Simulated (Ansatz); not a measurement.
A relaxed structure of GeSe. Space group Pnma (No. 62), AFLOW prototype AB_oP8_62_c_c (B29, as in SnS). Calculation: PBE (plane waves to 420 eV, PAW, scalar-relativistic; Ansatz, a quantum-chemistry and plane-wave program).

```cif
data_Ge4Se4
_chemical_formula_sum 'Ge4 Se4'
_space_group_name_H-M_alt 'Pnma'
_space_group_IT_number 62
_space_group_name_Hall '-P 2ac 2n'
_cell_length_a 11.20902
_cell_length_b 3.87873
_cell_length_c 4.53878
_cell_angle_alpha 90.000
_cell_angle_beta 90.000
_cell_angle_gamma 90.000
loop_
_space_group_symop_operation_xyz
  'x, y, z'
  '-x, -y, -z'
  '-x+1/2, -y, z+1/2'
  'x+1/2, y, -z+1/2'
  'x+1/2, -y+1/2, -z+1/2'
  '-x+1/2, y+1/2, z+1/2'
  '-x, y+1/2, -z'
  'x, -y+1/2, z'
loop_
_atom_site_label
_atom_site_type_symbol
_atom_site_symmetry_multiplicity
_atom_site_Wyckoff_symbol
_atom_site_fract_x
_atom_site_fract_y
_atom_site_fract_z
_atom_site_occupancy
Ge1 Ge 4 c 0.12713 0.25000 0.12115 1
Se1 Se 4 c 0.35253 0.25000 0.00090 1
```

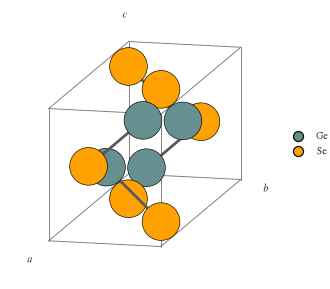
*The conventional cell of the relaxed structure*

```yaml
volume_per_atom: 24.67 Å³
band_gap: 0.94 eV, indirect (valence top at 60 % of the way from Γ to Z, conduction bottom at Γ) (no spin-orbit coupling)
smallest_direct_gap: 0.99 eV at Γ
shortest_distances: Ge–Se 2.58 Å
k-mesh: 3×9×7
```

Band energies at high-symmetry points (eV from the VBM; labels of this space group; no spin-orbit coupling), from −5 eV up to 3.5 eV:

| point | energies |
|---|---|
| Γ | -4.96 -3.51 -3.33 -3.22 -3.01 -2.65 -1.78 -1.69 -1.26 -0.93 -0.67 -0.05 0.94 2.71 2.72 2.72 3.08 3.24 |
| X | -4.35 -4.35 -2.98 -2.98 -2.86 -2.86 -1.78 -1.78 -1.49 -1.49 -0.31 -0.31 2.36 2.36 2.52 2.52 3.38 3.38 |
| S | -2.96 -2.96 -2.96 -2.96 -2.12 -2.12 -2.12 -2.12 -1.40 -1.40 -1.40 -1.40 1.58 1.58 1.58 1.58 2.29 2.29 2.29 2.29 |
| Y | -3.41 -3.41 -2.70 -2.70 -2.35 -2.35 -1.83 -1.83 -1.34 -1.34 -1.08 -1.08 1.18 1.18 1.43 1.43 2.09 2.09 2.53 2.53 3.39 3.39 |
| Z | -3.49 -3.49 -2.02 -2.02 -1.74 -1.74 -1.37 -1.37 -0.82 -0.82 -0.31 -0.31 1.40 1.40 2.05 2.05 2.55 2.55 2.56 2.56 3.47 3.47 |
| U | -2.80 -2.80 -2.42 -2.42 -2.01 -2.01 -1.75 -1.75 -0.51 -0.51 -0.42 -0.42 1.45 1.45 2.00 2.00 2.61 2.61 3.39 3.39 3.46 3.46 |
| R | -4.39 -4.39 -4.39 -4.39 -3.65 -3.65 -3.65 -3.65 -1.31 -1.31 -1.31 -1.31 2.75 2.75 2.75 2.75 |
| T | -4.67 -4.67 -4.35 -4.35 -3.57 -3.57 -3.17 -3.17 -1.88 -1.88 -1.27 -1.27 2.92 2.92 3.30 3.30 |

No spin polarisation in the result.

The run could not lose the symmetry of its start.
